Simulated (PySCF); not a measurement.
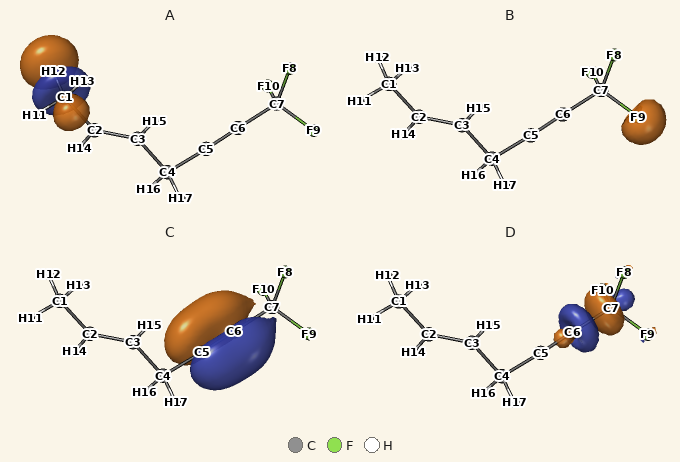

Figure 1: C7H7F3, SMILES `C/C=C/CC#CC(F)(F)F`. Intrinsic bond orbitals (IBO), occupied and valence-virtual; each surface holds about 80 % of the orbital's density. Energies are diagonal elements of the Fock matrix.

PySCF calculation, B3LYP/6-31+G*, gas phase; geometry: GFN2-xTB. No frequency check shows the geometry to be a minimum.

Cartesian coordinates (Å):

```
C1      -4.4210    1.0974    0.0285
C2      -3.4345    0.0494   -0.3586
C3      -2.4438   -0.3678    0.4102
C4      -1.4571   -1.4305    0.0067
C5      -0.1216   -0.8863   -0.0113
C6       0.9701   -0.3877   -0.0058
C7       2.2994    0.1923   -0.0145
F8       2.4482    1.1399    0.9280
F9       3.2582   -0.7239    0.2107
F10      2.5959    0.7733   -1.1905
H11     -5.4325    0.6941   -0.0076
H12     -4.3742    1.9296   -0.6732
H13     -4.2244    1.4706    1.0301
H14     -3.5753   -0.3803   -1.3429
H15     -2.2883    0.0582    1.3918
H16     -1.6954   -1.8188   -0.9864
H17     -1.4807   -2.2579    0.7235
```

Q: Name the orbitals, with their atomic make-up and energies.

A: By panel:
- A: σ* orbital H12–C1 (H12 57 %, C1 42 %; 9.2 eV)
- B: lone pair on F9 (sp0.4-type) (F9 100 %; −24.8 eV)
- C: π bond C6–C5 (C6 52 %, C5 45 %; −9.0 eV)
- D: σ* orbital C6–C7 (C6 49 %, C7 48 %; 10.6 eV)

Q: How do all the valence pairs divide up?

A: 28 pairs: 16 σ bonds, 9 lone pairs and 3 two-centre π bonds.
